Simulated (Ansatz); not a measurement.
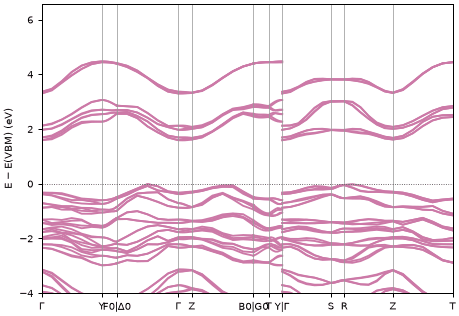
Figure. Band structure from the program Ansatz at the r²SCAN+D4 with spin–orbit coupling level (PAW)

The gap is 1.59 eV; an edge lies off the plotted path or next to a special point (maximum off the standard path, minimum on the Γ–Z line, 29 % of the way from Γ).

The material is SeBr in space group Aea2 (No. 41; Br on 8b, Se on 8b).

The workflow started from an entry of the Crystallography Open Database (COD), which files this formula under 2 space groups. Whether it is the stable phase at ambient conditions was not checked. The r²SCAN+D4 relaxation kept the symmetry of its start; its stability against distortions is not shown here.

Potentials: the later of the program's two PAW sets.
